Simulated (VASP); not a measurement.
Band structure of MnF$_{2}$ (rutile). Level of theory: r2SCAN+rVV10, VASP's PBE PAW potentials (set 64) (plane waves; VASP).

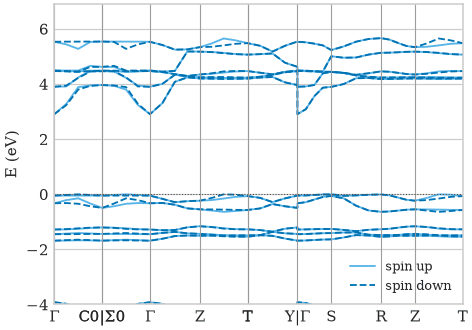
Figure: Bands along high-symmetry lines, zero at the valence-band maximum or, without a gap, the Fermi level

Task: Read the plot: is there a gap, and where are the band edges?

Result: The gap is indirect, 2.90 eV, from the valence maximum at (0.40, 0.20, 0.50) to the conduction minimum at Γ.

The compound is MnF2 in the rutile structure. It was relaxed first.
